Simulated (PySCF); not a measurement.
Molecule: SMILES [SiH2](O[SiH3])CC=C. Atoms near the plane z = 0.8 Å, at the GFN2-xTB optimised geometry (x, y, z in Å): C1 (2.8, -1.7, 1.0), C2 (2.1, -1.4, 0.0), C3 (0.6, -1.4, 0.0), Si4 (-0.1, 0.4, 0.0), O5 (-1.7, 0.3, 0.0), Si6 (-3.3, 0.5, 0.1), H7 (3.9, -1.7, 1.0), H11 (0.2, -1.9, 0.9), H13 (0.3, 1.1, 1.2), H14 (-3.7, -0.2, 1.3), H15 (-3.6, 1.9, 0.1).

Calculation: CAM-B3LYP/def2-TZVP (PySCF). Cells within 0.4 Å of a nucleus heavier than hydrogen are left out (blank, or x). The values are rescaled to run from 0 to 1.

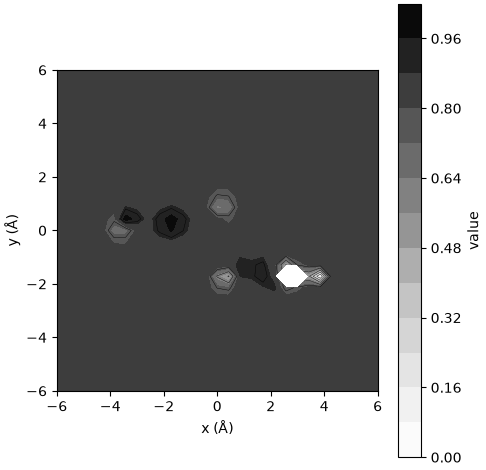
a field on the plane z = 0.8 Å.

**Question.** Which quantity is mapped?
A. electron localisation function
B. an orbital amplitude
C. electrostatic potential
D. Laplacian of the electron density

**Answer.** D, Laplacian of the electron density. In full: Laplacian of the electron density (e/bohr⁵).
